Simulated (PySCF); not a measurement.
# [Yb(NH3)8]3+: how settings move a single point

Which settings matter for [Yb(NH3)8]3+? Each run alters one on purpose. The species was built from a template and needn't be a known compound.

Computed with PySCF 2.14.0. Level: B3LYP, Yb lcecp-1-SVP with ECP59, N def2-SVP, H def2-SVP; scalar-relativistic core potentials, no spin–orbit coupling.

3 further runs of the same task are left out: 1 for a known fault of the program, 2 that didn't finish. Runs told in other sessions of the task aren't counted.

**1. Starting geometry**

33 atoms, charge 3, spin multiplicity 1.

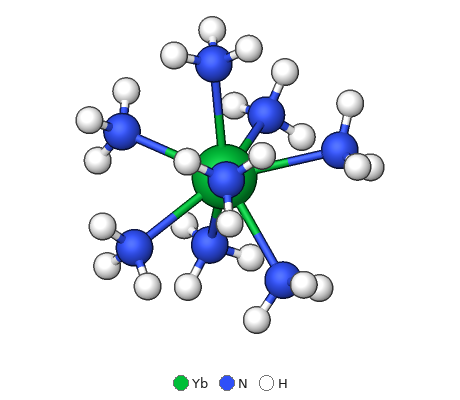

The geometry (ytterbium green, nitrogen blue, hydrogen white).

Coordinates:

```xyz
33
H24N8Yb
Yb    0.00000    0.00000    0.00066
N     2.14549    0.06717    1.42514
H     1.98685    0.02612    2.44036
H     2.80690   -0.70227    1.26291
H     2.72831    0.90630    1.31572
N    -0.06717    2.14549    1.42514
H    -0.02612    1.98685    2.44036
H     0.70227    2.80690    1.26291
H    -0.90630    2.72831    1.31572
N    -2.14549   -0.06717    1.42514
H    -1.98685   -0.02612    2.44036
H    -2.80690    0.70227    1.26291
H    -2.72831   -0.90630    1.31572
N     0.06717   -2.14549    1.42514
H     0.02612   -1.98685    2.44036
H    -0.70227   -2.80690    1.26291
H     0.90630   -2.72831    1.31572
N     1.48023    1.55422   -1.42499
H     2.49149    1.47296   -1.26194
H     1.39689    1.41172   -2.43999
H     1.30410    2.56082   -1.31736
N    -1.55422    1.48023   -1.42499
H    -1.47296    2.49149   -1.26194
H    -1.41172    1.39689   -2.43999
H    -2.56082    1.30410   -1.31736
N    -1.48023   -1.55422   -1.42499
H    -2.49149   -1.47296   -1.26194
H    -1.39689   -1.41172   -2.43999
H    -1.30410   -2.56082   -1.31736
N     1.55422   -1.48023   -1.42499
H     1.47296   -2.49149   -1.26194
H     1.41172   -1.39689   -2.43999
H     2.56082   -1.30410   -1.31736
```

Formal oxidation states: Yb +3. Each metal's 13 4f electrons lie in its core potential, so multiplicities, spins and levels count the valence alone. An earlier session relaxed this geometry at B3LYP, Yb lcecp-1-SVP with ECP59, N def2-SVP, H def2-SVP (singlet, point group S8).

The sound run used a (50, 194) grid (finer on f atoms), a threshold of 1e-8 and at most 55 cycles, and ended at -490.922096 Eh.

**2. Try 1**

Input file run.py (the lines that set the calculation):

```python
mol = gto.M(atom='''
Yb     0.00000     0.00000     0.00062
N      2.01676     0.06314     1.33963
H      1.86764     0.02455     2.29394
H      2.63849    -0.66013     1.18713
H      2.56461     0.85192     1.23677
N     -0.06314     2.01676     1.33963
H     -0.02455     1.86764     2.29394
H      0.66013     2.63849     1.18713
H     -0.85192     2.56461     1.23677
N     -2.01676    -0.06314     1.33963
H     -1.86764    -0.02455     2.29394
H     -2.63849     0.66013     1.18713
H     -2.56461    -0.85192     1.23677
N      0.06314    -2.01676     1.33963
H      0.02455    -1.86764     2.29394
H     -0.66013    -2.63849     1.18713
H      0.85192    -2.56461     1.23677
N      1.39142     1.46097    -1.33949
H      2.34200     1.38458    -1.18622
H      1.31307     1.32702    -2.29359
H      1.22586     2.40717    -1.23832
N     -1.46097     1.39142    -1.33949
H     -1.38458     2.34200    -1.18622
H     -1.32702     1.31307    -2.29359
H     -2.40717     1.22586    -1.23832
N     -1.39142    -1.46097    -1.33949
H     -2.34200    -1.38458    -1.18622
H     -1.31307    -1.32702    -2.29359
H     -1.22586    -2.40717    -1.23832
N      1.46097    -1.39142    -1.33949
H      1.38458    -2.34200    -1.18622
H      1.32702    -1.31307    -2.29359
H      2.40717    -1.22586    -1.23832''',
    basis={'Yb': 'lcecp-1-SVP', 'N': 'def2-SVP', 'H': 'def2-SVP'},
    ecp={'Yb': 'lcecp-1-SVP'},
    charge=3, spin=0)
mf = dft.RKS(mol, xc='B3LYP')
mf.grids.atom_grid = (50, 194)  # f atoms: unpruned, at least (60, 302)
mf = mf.density_fit()  # fitting sets: Yb AutoAux, N def2-universal-JKFIT, H def2-universal-JKFIT
mf.conv_tol = 1e-08; mf.max_cycle = 55
mf.kernel(dm0)  # dm0: free metal ions and neutral atoms
```

Command:

```console
OMP_NUM_THREADS=8 python run.py
```

The program printed:

```text
init E= -484.450381049249
  HOMO = -1.02974851849672  LUMO = -0.687506076134914  gap/eV = 9.31289
cycle= 1 E= -489.573059638663  delta_E= -5.12  |g|= 2.46  |ddm|= 5.51
  HOMO = -0.472380882547054  LUMO = -0.338356629092493  gap/eV = 3.64699
cycle= 2 E= -488.671451058324  delta_E= 0.902  |g|= 3.11  |ddm|= 6.19
  HOMO = -0.763673150956397  LUMO = -0.414483296026367  gap/eV = 9.50194
cycle= 3 E= -490.814613947494  delta_E= -2.14  |g|= 0.123  |ddm|= 4.29
  HOMO = -0.754365134402567  LUMO = -0.409706913742058  gap/eV = 9.37863
cycle= 4 E= -490.81766762718  delta_E= -0.00305  |g|= 0.0467  |ddm|= 0.156
  HOMO = -0.750422589425051  LUMO = -0.407161311752509  gap/eV = 9.34062
cycle= 5 E= -490.818234083705  delta_E= -0.000566  |g|= 0.00452  |ddm|= 0.0784
  HOMO = -0.751264095090329  LUMO = -0.407597940935357  gap/eV = 9.35163
cycle= 6 E= -490.818240817442  delta_E= -6.73e-06  |g|= 0.00071  |ddm|= 0.0115
  HOMO = -0.751262386452185  LUMO = -0.407580592593552  gap/eV = 9.35206
cycle= 7 E= -490.818240961326  delta_E= -1.44e-07  |g|= 7.7e-05  |ddm|= 0.00126
  HOMO = -0.7512582355909  LUMO = -0.407578875812225  gap/eV = 9.35199
cycle= 8 E= -490.818240962607  delta_E= -1.28e-09  |g|= 2.37e-05  |ddm|= 0.000127
  HOMO = -0.751259200339163  LUMO = -0.40757859292493  gap/eV = 9.35203
Extra cycle  E= -490.818240962597  delta_E= 1.02e-11  |g|= 2.58e-05  |ddm|= 4.68e-05
converged SCF energy = -490.818240962597
```

Run time: 20 s. Hardware: 8 threads of Arm Neoverse V1, shared host.

Changed: the scale of all coordinates (0.94). It converges in 8 cycles, +2.826 eV from the sound run, with a largest force component of 3.12 eV/Å. The setting is unsound, so these numbers aren't the compound's.

**3. Try 2**

Input file run.py (the lines that set the calculation):

```python
mol = gto.M(atom='''
Yb     0.00000     0.00000     0.00066
N      2.14549     0.06717     1.42514
H      1.98685     0.02612     2.44036
H      2.80690    -0.70227     1.26291
H      2.72831     0.90630     1.31572
N     -0.06717     2.14549     1.42514
H     -0.02612     1.98685     2.44036
H      0.70227     2.80690     1.26291
H     -0.90630     2.72831     1.31572
N     -2.14549    -0.06717     1.42514
H     -1.98685    -0.02612     2.44036
H     -2.80690     0.70227     1.26291
H     -2.72831    -0.90630     1.31572
N      0.06717    -2.14549     1.42514
H      0.02612    -1.98685     2.44036
H     -0.70227    -2.80690     1.26291
H      0.90630    -2.72831     1.31572
N      1.48023     1.55422    -1.42499
H      2.49149     1.47296    -1.26194
H      1.39689     1.41172    -2.43999
H      1.30410     2.56082    -1.31736
N     -1.55422     1.48023    -1.42499
H     -1.47296     2.49149    -1.26194
H     -1.41172     1.39689    -2.43999
H     -2.56082     1.30410    -1.31736
N     -1.48023    -1.55422    -1.42499
H     -2.49149    -1.47296    -1.26194
H     -1.39689    -1.41172    -2.43999
H     -1.30410    -2.56082    -1.31736
N      1.55422    -1.48023    -1.42499
H      1.47296    -2.49149    -1.26194
H      1.41172    -1.39689    -2.43999
H      2.56082    -1.30410    -1.31736''',
    basis={'Yb': 'lcecp-1-SVP', 'N': 'def2-SVP', 'H': 'def2-SVP'},
    ecp={'Yb': 'lcecp-1-SVP'},
    charge=3, spin=0)
mf = dft.RKS(mol, xc='B3LYP')
mf.grids.atom_grid = (50, 194)  # f atoms: unpruned, at least (60, 302)
mf = mf.density_fit()  # fitting sets: Yb AutoAux, N def2-universal-JKFIT, H def2-universal-JKFIT
mf.conv_tol = 1e-05; mf.max_cycle = 55
mf.kernel(dm0)  # dm0: free metal ions and neutral atoms
```

Command:

```console
OMP_NUM_THREADS=8 python run.py
```

The program printed:

```text
init E= -483.514362396763
  HOMO = -0.972834096842795  LUMO = -0.662297847952852  gap/eV = 8.45012
cycle= 1 E= -489.740641009454  delta_E= -6.23  |g|= 2.35  |ddm|= 5.12
  HOMO = -0.46459066432247  LUMO = -0.324942485023955  gap/eV = 3.80002
cycle= 2 E= -488.566465573524  delta_E= 1.17  |g|= 3.18  |ddm|= 5.49
  HOMO = -0.73743634034311  LUMO = -0.409242942350961  gap/eV = 8.93060
cycle= 3 E= -490.916033967858  delta_E= -2.35  |g|= 0.157  |ddm|= 3.71
  HOMO = -0.733648575153136  LUMO = -0.415698119107809  gap/eV = 8.65187
cycle= 4 E= -490.921119022618  delta_E= -0.00509  |g|= 0.0573  |ddm|= 0.218
  HOMO = -0.72782727712067  LUMO = -0.405004798614548  gap/eV = 8.78445
cycle= 5 E= -490.922087925727  delta_E= -0.000969  |g|= 0.00477  |ddm|= 0.102
  HOMO = -0.728581760414532  LUMO = -0.405977144286506  gap/eV = 8.77852
cycle= 6 E= -490.922096216113  delta_E= -8.29e-06  |g|= 0.000918  |ddm|= 0.0124
  HOMO = -0.728614102074194  LUMO = -0.405850188856642  gap/eV = 8.78285
Extra cycle  E= -490.922096245351  delta_E= -2.92e-08  |g|= 0.000918  |ddm|= 0.00257
converged SCF energy = -490.922096245351
```

Run time: 19 s. Hardware: 8 threads of Arm Neoverse V1, shared host.

Changed: the SCF threshold (1e-05). It converges in 6 cycles, at the sound run's energy within 0.001 eV, with a largest force component of 0.00 eV/Å. The result survives the change.

**4. Try 3**

run.py (the lines that set the calculation): that of step 3 with these lines changed.

```diff
@@ -38,5 +38,5 @@
 mf = dft.RKS(mol, xc='B3LYP')
-mf.grids.atom_grid = (50, 194)  # f atoms: unpruned, at least (60, 302)
+mf.grids.atom_grid = (99, 590)  # f atoms: unpruned, at least (60, 302)
 mf = mf.density_fit()  # fitting sets: Yb AutoAux, N def2-universal-JKFIT, H def2-universal-JKFIT
-mf.conv_tol = 1e-05; mf.max_cycle = 55
+mf.conv_tol = 1e-08; mf.max_cycle = 55
 mf.kernel(dm0)  # dm0: free metal ions and neutral atoms
```

Command:

```console
OMP_NUM_THREADS=8 python run.py
```

The program printed:

```text
init E= -483.514259328749
  HOMO = -0.972840841728199  LUMO = -0.662293285117901  gap/eV = 8.45043
cycle= 1 E= -489.740492706732  delta_E= -6.23  |g|= 2.35  |ddm|= 5.12
  HOMO = -0.464601807032296  LUMO = -0.324929503661455  gap/eV = 3.80068
cycle= 2 E= -488.566137178644  delta_E= 1.17  |g|= 3.18  |ddm|= 5.49
  HOMO = -0.737444147603606  LUMO = -0.40919921139637  gap/eV = 8.93200
cycle= 3 E= -490.915922065392  delta_E= -2.35  |g|= 0.157  |ddm|= 3.71
  HOMO = -0.733659598618034  LUMO = -0.415664401541363  gap/eV = 8.65309
cycle= 4 E= -490.921008530054  delta_E= -0.00509  |g|= 0.0574  |ddm|= 0.218
  HOMO = -0.727836562316348  LUMO = -0.40494169912736  gap/eV = 8.78642
cycle= 5 E= -490.921978258567  delta_E= -0.00097  |g|= 0.00477  |ddm|= 0.102
  HOMO = -0.728591149048796  LUMO = -0.405913293827525  gap/eV = 8.78051
cycle= 6 E= -490.921986551811  delta_E= -8.29e-06  |g|= 0.000918  |ddm|= 0.0124
  HOMO = -0.728619693019804  LUMO = -0.405848010796182  gap/eV = 8.78306
cycle= 7 E= -490.921986798878  delta_E= -2.47e-07  |g|= 7.15e-05  |ddm|= 0.00149
  HOMO = -0.728614202655828  LUMO = -0.405843051047889  gap/eV = 8.78305
cycle= 8 E= -490.921986799976  delta_E= -1.1e-09  |g|= 3.67e-05  |ddm|= 0.000119
  HOMO = -0.728615649596997  LUMO = -0.405843169382143  gap/eV = 8.78309
Extra cycle  E= -490.921986799739  delta_E= 2.37e-10  |g|= 5e-05  |ddm|= 7.05e-05
converged SCF energy = -490.921986799739
```

Wall time 48 s (8 threads of Arm Neoverse V1, shared host).

Changed: the integration grid, to (99, 590). It converges in 8 cycles, +0.003 eV from the sound run, with a largest force component of 0.00 eV/Å. The result survives the change.

**5. Try 4**

run.py (the lines that set the calculation): that of step 4 with these lines changed.

```diff
@@ -38,5 +38,5 @@
 mf = dft.RKS(mol, xc='B3LYP')
-mf.grids.atom_grid = (99, 590)  # f atoms: unpruned, at least (60, 302)
+mf.grids.atom_grid = (50, 194)  # f atoms: unpruned, at least (60, 302)
 mf = mf.density_fit()  # fitting sets: Yb AutoAux, N def2-universal-JKFIT, H def2-universal-JKFIT
 mf.conv_tol = 1e-08; mf.max_cycle = 55
-mf.kernel(dm0)  # dm0: free metal ions and neutral atoms
+mf.kernel(dm0)  # dm0: smeared density
```

Command:

```console
OMP_NUM_THREADS=8 python run.py
```

The program printed:

```text
init E= -490.908954393238
  HOMO = -0.728945024050795  LUMO = -0.406280515572963  gap/eV = 8.78015
cycle= 1 E= -490.922088026422  delta_E= -0.0131  |g|= 0.00586  |ddm|= 0.0481
  HOMO = -0.728136771187295  LUMO = -0.405942141226584  gap/eV = 8.76736
cycle= 2 E= -490.922081329508  delta_E= 6.7e-06  |g|= 0.00831  |ddm|= 0.0124
  HOMO = -0.728619573024409  LUMO = -0.405953707892366  gap/eV = 8.78019
cycle= 3 E= -490.922096424218  delta_E= -1.51e-05  |g|= 0.000371  |ddm|= 0.00635
  HOMO = -0.728588478807175  LUMO = -0.405891284432434  gap/eV = 8.78104
cycle= 4 E= -490.922096460681  delta_E= -3.65e-08  |g|= 0.000112  |ddm|= 0.000878
  HOMO = -0.728606034384503  LUMO = -0.405908323591364  gap/eV = 8.78105
cycle= 5 E= -490.922096464159  delta_E= -3.48e-09  |g|= 2.02e-05  |ddm|= 0.000214
  HOMO = -0.728604611141104  LUMO = -0.405905188769041  gap/eV = 8.78110
Extra cycle  E= -490.922096464177  delta_E= -1.86e-11  |g|= 1.85e-05  |ddm|= 4.88e-05
converged SCF energy = -490.922096464177
```

Run time: 20 s. Hardware: 8 threads of Arm Neoverse V1, shared host.

Changed: the starting guess (smeared density). It converges in 5 cycles, at the sound run's energy within 0.001 eV, with a largest force component of 0.00 eV/Å. The result survives the change.

**6. Results**

| run | changed | ending | energy change (eV) | cycles | time | usable |
| --- | --- | --- | --- | --- | --- | --- |
| 1 | the scale of all coordinates | converged | +2.826 | 8 | 20 s | no |
| 2 | the SCF threshold | converged | 0.000 | 6 | 19 s | yes |
| 3 | the integration grid | converged | +0.003 | 8 | 48 s | yes |
| 4 | the starting guess | converged | 0.000 | 5 | 20 s | yes |

3 of 4 altered runs give a usable result. 1 ended normally with numbers unfit to quote.
